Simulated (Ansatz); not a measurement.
```yaml
atoms:
  - { symbol: Sn, position_ang: [0.2197, 0.2105, -1.0997] }
  - { symbol: H, position_ang: [0.9623, 0.0042, 1.3750] }
  - { symbol: H, position_ang: [1.6189, -0.1680, 1.0161] }
  - { symbol: H, position_ang: [-0.8499, 1.1447, -0.0004] }
  - { symbol: C, position_ang: [-0.9096, -1.6876, -0.7669] }
  - { symbol: H, position_ang: [-1.0967, -1.8832, 0.3002] }
  - { symbol: H, position_ang: [-1.8920, -1.5794, -1.2605] }
  - { symbol: H, position_ang: [-0.3881, -2.5468, -1.2143] }
```

Core potentials replace the inner electrons of Sn.

Level of theory: RKS B3LYP/def2-SVP (Ansatz 0.2.0).

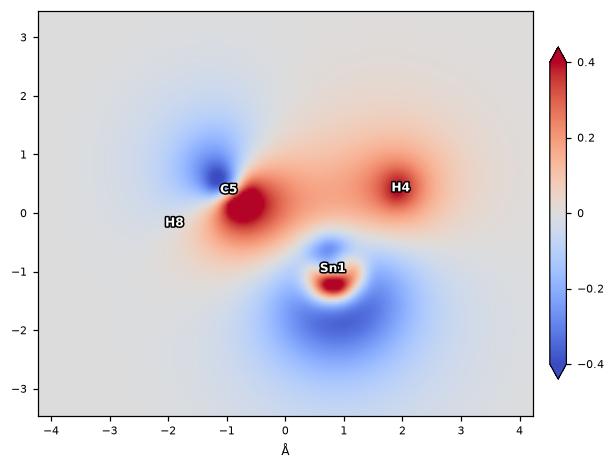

CH4Sn···H2. One frontier orbital on the plane of atoms H4, Sn1 and C5 (values in Å⁻³ᐟ²; the overall sign is arbitrary).

Which orbital is it: HOMO or LUMO?

Answer. The HOMO, at −5.94 eV. It lies mainly on Sn1 (about 65 %), C5 (about 20 %) and H4 (about 10 %).
